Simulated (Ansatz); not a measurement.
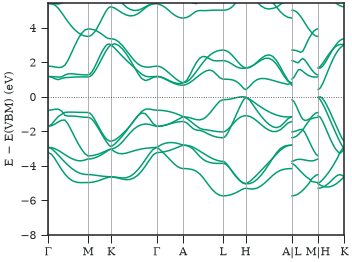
*Band structure from r²SCAN+D4 (plane waves, PAW; program Ansatz)*

Question: Read off the gap and where the band edges lie.

Answer: About 0.4 eV (0.41 eV by a search for the band edges); maximum on the H–K line, 6 % of the way from H, minimum at H.

The material is Te (trigonal Se type, P3_121).

Symmetry was held in the r²SCAN+D4 relaxation. Spin–orbit coupling is left out wherever it is not named.

Potentials: the later of the program's two PAW sets.
